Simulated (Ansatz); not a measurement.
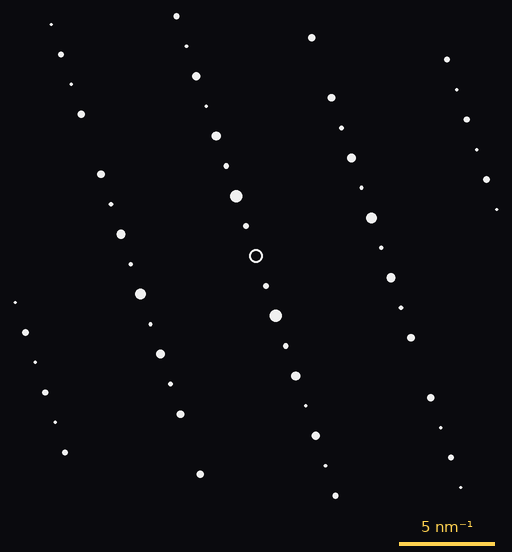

Simulated selected-area electron diffraction pattern (300 kV, kinematic approximation, thin crystal, B = 0.5 Å² for all atoms).

Phase: IrAuO₂, space group R-3m (No. 166), a = 3.12 Å, c = 18.02 Å (hexagonal axes). Structure: coordinates from a relaxation at fixed volume with DFT PBEsol, scalar-relativistic, plane waves, PAW in Ansatz 0.2.0; the starting structure was generated, so it need not be a known form of this composition.

```
atom  site  symmetry       x       y       z
  Au    3a       -3m  0.0000  0.0000  0.0000
  Ir    3b       -3m  0.3333  0.6667  0.1667
   O    6c        3m  0.0000  0.0000  0.1141
```

Which low-index zone axis gives this pattern?

Answer. The spots form a rectangular net whose two shortest vectors correspond to d = 6.01 Å and 1.56 Å, 90.0° apart. They index as 0 0 3 and 1 -2 0, so the zone axis is [210] (or an equivalent direction of <210>).
